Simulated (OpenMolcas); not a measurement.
Run report: V²⁺ complex, multiconfigurational calculation (part 2 of 2)

The same run, continued: V²⁺ with 6 ligands (F; octahedron, 2.164 Å), embedded in KCdF3 by model potentials and point charges, whose field is part of the energies. Method: state-averaged CASSCF, active space 3 electrons in the shell 3d, basis ANO-RCC-VDZP on the metal and ANO-RCC-VDZP on the ligands, DKH2 scalar Hamiltonian, spin-orbit coupling by RASSI with atomic mean-field integrals (OpenMolcas).

### Log (extracts), continued
```
--- RASSI ---
SPIN-FREE ENERGIES:
  (Shifted by EMIN (a.u.) =      -1547.4929115757)

 SF State       Relative EMIN(au)   Rel lowest level(eV)    D:o, cm**(-1)

     1             0.0000000000        0.0000000000              0.0000
     2             0.0422701718        1.1502299715           9277.2304
     3             0.0422701718        1.1502299715           9277.2304
     4             0.0422701718        1.1502299715           9277.2304
     5             0.0706499469        1.9224829924          15505.8710
     6             0.0706499469        1.9224829924          15505.8710
     7             0.0706499469        1.9224829924          15505.8710
    11             0.0756765736        2.0592644740          16609.0881
    12             0.0756765736        2.0592644740          16609.0881
    13             0.0794446142        2.1617980834          17436.0774
    14             0.0794446142        2.1617980834          17436.0774
    15             0.0794446142        2.1617980834          17436.0774
    16             0.1036384691        2.8201464115          22746.0148
    17             0.1036384691        2.8201464115          22746.0148
    18             0.1036384691        2.8201464115          22746.0148
    19             0.1066466943        2.9020043901          23406.2439
    20             0.1203292455        3.2743255763          26409.2168
    21             0.1203292455        3.2743255763          26409.2168
    22             0.1203292455        3.2743255763          26409.2168
     8             0.1225440701        3.3345940247          26895.3146
     9             0.1225440701        3.3345940247          26895.3146
    10             0.1225440701        3.3345940247          26895.3146
    23             0.1233518213        3.3565740531          27072.5955
    24             0.1233518213        3.3565740531          27072.5955
    25             0.1233518213        3.3565740531          27072.5955
    26             0.1313794594        3.5750172155          28834.4584
    27             0.1313794594        3.5750172155          28834.4584
    28             0.1467669075        3.9937310084          32211.6129
    29             0.1467669075        3.9937310084          32211.6129
    30             0.1467669075        3.9937310084          32211.6129
    31             0.1662442337        4.5237360540          36486.3919
    32             0.1662442337        4.5237360540          36486.3919
    33             0.1662442337        4.5237360540          36486.3919
    34             0.1691624812        4.6031456137          37126.8732
    35             0.1691624817        4.6031456268          37126.8733
    36             0.1691624817        4.6031456268          37126.8733
    37             0.1919523381        5.2232892142          42128.6687
    38             0.1965285726        5.3478148968          43133.0360
    39             0.1965285726        5.3478148968          43133.0360
    40             0.1965285726        5.3478148968          43133.0360
Eigenvalues of complex Hamiltonian:
   -----------------------------------
  (Shifted by EMIN (a.u.) =      -1547.4929115757)

 SO State       Relative EMIN(au)   Rel lowest level(eV)    D:o, cm**(-1)

     1            -0.0000403005        0.0000000000              0.0000
     2            -0.0000403005        0.0000000000              0.0000
     3            -0.0000403005        0.0000000000              0.0000
     4            -0.0000403005        0.0000000000              0.0000
     5             0.0419211260        1.1418285848           9209.4686
     6             0.0419211260        1.1418285848           9209.4686
     7             0.0421184279        1.1471974427           9252.7714
     8             0.0421184279        1.1471974427           9252.7714
     9             0.0421184279        1.1471974428           9252.7714
    10             0.0421184279        1.1471974428           9252.7714
    11             0.0423972581        1.1547847977           9313.9675
    12             0.0423972581        1.1547847977           9313.9675
    13             0.0423972581        1.1547847976           9313.9675
    14             0.0423972581        1.1547847976           9313.9675
    15             0.0424504112        1.1562311684           9325.6333
    16             0.0424504112        1.1562311684           9325.6333
    17             0.0701365376        1.9096090469          15402.0357
    18             0.0701365376        1.9096090469          15402.0357
    19             0.0701711132        1.9105498979          15409.6241
    20             0.0701711132        1.9105498979          15409.6241
    21             0.0701711132        1.9105498978          15409.6241
    22             0.0701711132        1.9105498978          15409.6241
    23             0.0709064433        1.9305592497          15571.0105
    24             0.0709064433        1.9305592497          15571.0105
    25             0.0709064433        1.9305592497          15571.0105
    26             0.0709064433        1.9305592497          15571.0105
    27             0.0714054805        1.9441387416          15680.5364
    28             0.0714054805        1.9441387416          15680.5364
    29             0.0756597599        2.0599035830          16614.2429
    30             0.0756597599        2.0599035830          16614.2429
    31             0.0756597599        2.0599035830          16614.2429
    32             0.0756597599        2.0599035830          16614.2429
    33             0.0793794521        2.1611215640          17430.6209
    34             0.0793794521        2.1611215640          17430.6209
    35             0.0793794521        2.1611215637          17430.6209
    36             0.0793794521        2.1611215637          17430.6209
    37             0.0797104936        2.1701296605          17503.2761
    38             0.0797104936        2.1701296605          17503.2761
    39             0.1035412363        2.8185972055          22733.5196
    40             0.1035412363        2.8185972055          22733.5196
    41             0.1035412363        2.8185972057          22733.5196
Weights of the five most important spin-orbit-free states for each spin-orbit state.

 SO State  Total energy (au)           Spin-free states, spin, and weights
 -------------------------------------------------------------------------------------------------------
    1        -0.000040       1 1.5  0.9992    4 1.5  0.0003    3 1.5  0.0002    2 1.5  0.0001   18 0.5  0.0001
    2        -0.000040       1 1.5  0.9992    2 1.5  0.0004    3 1.5  0.0001    4 1.5  0.0001   16 0.5  0.0001
    3        -0.000040       1 1.5  0.9992    4 1.5  0.0003    3 1.5  0.0002    2 1.5  0.0001   18 0.5  0.0001
    4        -0.000040       1 1.5  0.9992    3 1.5  0.0003    2 1.5  0.0002    4 1.5  0.0001   16 0.5  0.0001
    5         0.041921       4 1.5  0.3332    3 1.5  0.3332    2 1.5  0.3332    7 1.5  0.0001    6 1.5  0.0001
    6         0.041921       4 1.5  0.3332    3 1.5  0.3332    2 1.5  0.3332    7 1.5  0.0001    6 1.5  0.0001
    7         0.042118       4 1.5  0.5686    3 1.5  0.2307    2 1.5  0.1990    1 1.5  0.0006    7 1.5  0.0003
    8         0.042118       4 1.5  0.5640    3 1.5  0.2601    2 1.5  0.1741    1 1.5  0.0006    7 1.5  0.0003
    9         0.042118       2 1.5  0.4665    3 1.5  0.4348    4 1.5  0.0969    1 1.5  0.0006    5 1.5  0.0003
   10         0.042118       2 1.5  0.4914    3 1.5  0.4054    4 1.5  0.1015    1 1.5  0.0006    5 1.5  0.0003
   11         0.042397       4 1.5  0.5563    3 1.5  0.2862    2 1.5  0.1553    5 1.5  0.0006   12 0.5  0.0006
   12         0.042397       4 1.5  0.5563    3 1.5  0.2862    2 1.5  0.1553    5 1.5  0.0006   12 0.5  0.0006
```

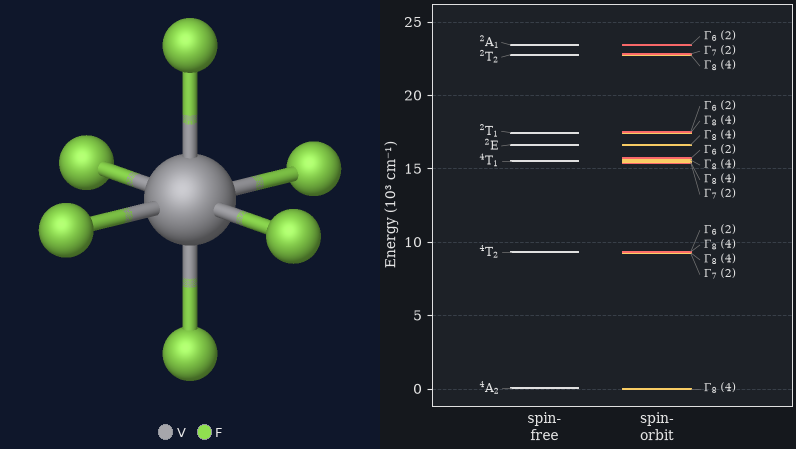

Figure 2. V²⁺ (3d³) as a dopant in KCdF₃, a cluster with its 6 nearest F⁻ at 2.164 Å (octahedron) embedded in model potentials and point charges; the geometry was set, not optimised, and its levels. Labels give the representation in O, Td, D4 or D3 as the site allows (double group for half-integer spin) where it could be assigned and, in brackets, the degeneracy; spin-free states, where drawn, share the zero of the spin-orbit levels. The ground level is Γ₈, 4-fold degenerate, 100 % from states of spin multiplicity 4. The next level lies at 9,210 cm⁻¹ (Γ₇). The lowest spin-free state is ⁴A₂, from the free-ion F term; of the same spin there follow at 9,280 cm⁻¹ (⁴T₂) and 15,500 cm⁻¹ (⁴T₁) above it. The active orbitals hold 94 to 98 % metal character (Löwdin), and the Mulliken charge of the metal is +1.61.

Outcome of the run: converged.
